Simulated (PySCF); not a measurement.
**Excited-state calculation of C8H10O3S**

The run: excited-state calculation of C8H10O3S, SMILES COS(=O)(=O)c1ccc(C)cc1. Method and program: TDDFT CAM-B3LYP/def2-SVPD, vertical, gas phase, core orbitals frozen in the response (PySCF 2.14.0).

The geometry comes from this level: PBE0-D3(BJ)/def2-SVP.

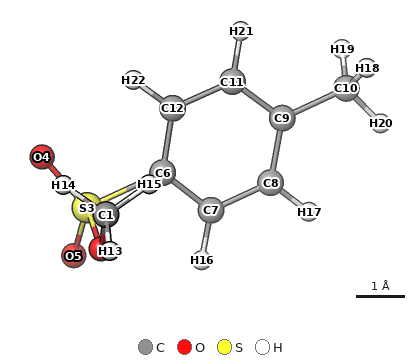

Fig. 1: The input geometry (ball-and-stick view, seen at a tilt; atoms are numbered from 1 in the order of the input). Bond lengths as drawn: C–C 1.39 to 1.50 Å, C–H 1.09 to 1.10 Å, C–O 1.42 Å, C–S 1.77 Å and O–S 1.44 to 1.62 Å.

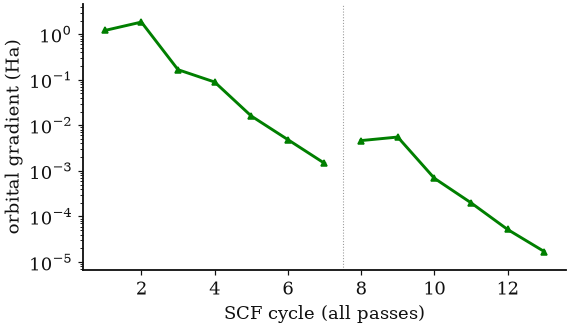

Fig. 2: Convergence of the self-consistent field: orbital gradient against the SCF cycle. The dotted line marks the change from a coarse to the final integration grid. The first 7 cycles use a coarse grid, the final grid takes over at cycle 8, and the field converges after 13 cycles in all.

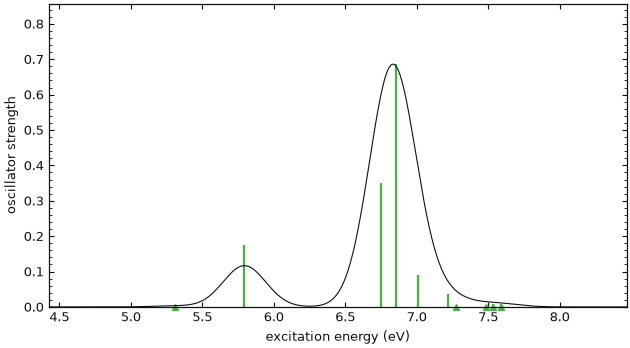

Fig. 3: Computed excitations as sticks (degenerate states added up, dark ones marked on the axis), with a Gaussian envelope of 0.35 eV full width at half maximum, scaled to the tallest. Of the 10 states the lowest lies at 5.31 eV (f = 0.004); the strongest line is at 6.86 eV, or 181 nm (f = 0.686).

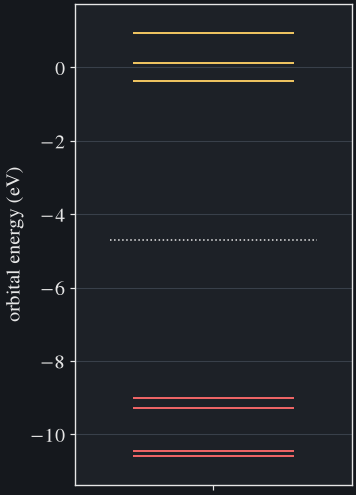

Fig. 4: Orbital energies near the frontier; the dotted line parts filled from empty levels, and levels within 0.02 eV of each other stand side by side. Highest filled −9.01 eV, lowest empty −0.37 eV, 8.64 eV apart.

These pictures come from the run below.

**Input file**
```
{"job": {"kind": "uv", "xc": "CAM-B3LYP", "basis": "def2-SVPD", "ip": false}, "charge": 0, "multiplicity": 1}
C      3.553966     0.833269    -0.513201
O      3.306415    -0.558246    -0.397081
S      2.451556    -1.061035     0.888621
O      2.853912    -0.275961     2.043262
O      2.572700    -2.499664     0.849279
C      0.805045    -0.596641     0.441727
C      0.115691    -1.364048    -0.494798
C     -1.174075    -0.987344    -0.853238
C     -1.786113     0.138144    -0.285974
C     -3.180812     0.538151    -0.665133
C     -1.068305     0.883802     0.659425
C      0.222818     0.524990     1.029455
H      4.232558     0.949436    -1.367523
H      4.028682     1.224034     0.398277
H      2.621274     1.387273    -0.713732
H      0.587269    -2.250199    -0.924375
H     -1.723457    -1.584660    -1.585365
H     -3.205675     1.568453    -1.053229
H     -3.850159     0.506820     0.209217
H     -3.598200    -0.125560    -1.434322
H     -1.533690     1.759814     1.119182
H      0.782256     1.090980     1.776836
```

The first line tells a small driver script what to run in PySCF; the rest is the geometry in Å.

Launched with:
```bash
OMP_NUM_THREADS=2 python <driver script> task.json out
```

**Output**
```
coarse grid: 19776 points
cycle   1  E = -933.4994035448  dE =  2.907e+00  |g| = 1.209e+00  |ddm| = 1.675e+01
cycle   2  E = -933.1661972728  dE =  3.332e-01  |g| = 1.850e+00  |ddm| = 5.788e+00
cycle   3  E = -933.7804801413  dE = -6.143e-01  |g| = 1.666e-01  |ddm| = 3.778e+00
cycle   4  E = -933.7850130621  dE = -4.533e-03  |g| = 8.932e-02  |ddm| = 7.152e-01
cycle   5  E = -933.7865904984  dE = -1.577e-03  |g| = 1.602e-02  |ddm| = 2.064e-01
cycle   6  E = -933.7866447892  dE = -5.429e-05  |g| = 4.854e-03  |ddm| = 7.047e-02
cycle   7  E = -933.7866499355  dE = -5.146e-06  |g| = 1.468e-03  |ddm| = 1.700e-02
final grid: 188760 points
cycle   8  E = -933.9413929004  dE = -4.385e-05  |g| = 4.626e-03  |ddm| = 2.078e-01
cycle   9  E = -933.9413914978  dE =  1.403e-06  |g| = 5.530e-03  |ddm| = 3.644e-02
cycle  10  E = -933.9413978276  dE = -6.330e-06  |g| = 6.889e-04  |ddm| = 1.358e-02
cycle  11  E = -933.9413979262  dE = -9.864e-08  |g| = 1.995e-04  |ddm| = 2.514e-03
cycle  12  E = -933.9413979364  dE = -1.020e-08  |g| = 5.174e-05  |ddm| = 8.834e-04
cycle  13  E = -933.9413979370  dE = -6.473e-10  |g| = 1.696e-05  |ddm| = 2.864e-04
converged SCF energy = -933.9413979370

Static polarisability (au): isotropic 123.059, principal 91.810 117.980 159.388

Singlet excitations
state   eV       nm        f      main configurations
  1   5.3070    233.6   0.00434   H-1->L 0.56, H->L+1 0.43
  2   5.7945    214.0   0.17426   H->L 0.82, H-1->L+1 0.16
  3   6.7525    183.6   0.34879   H->L+1 0.52, H-1->L 0.41
  4   6.8574    180.8   0.68586   H-1->L+1 0.72, H->L 0.13
  5   7.0057    177.0   0.09075   H-3->L 0.84
  6   7.2212    171.7   0.03542   H-2->L 0.82
  7   7.2775    170.4   0.00076   H->L+2 0.91
  8   7.4841    165.7   0.00099   H-1->L+2 0.89
  9   7.5352    164.5   0.00786   H-4->L 0.39, H-7->L 0.31, H-5->L 0.14
 10   7.5867    163.4   0.00701   H-7->L 0.44, H-4->L 0.29, H-3->L+1 0.16

Triplet excitations (Tamm-Dancoff, eV): 3.9384 4.6312 4.7128 5.0402
```

**Summary**

- outcome: converged
- total energy: −933.941398 hartree
- HOMO: −9.01 eV
- LUMO: −0.37 eV
- dipole moment: 6.16 D
- mean polarisability: 123.06 a.u.
- lowest singlet excitation: 5.31 eV
- hardware: 2 CPU threads, shared host
- wall time: 84 s (CPU time 3.1 min)
- peak memory: 2.2 GiB
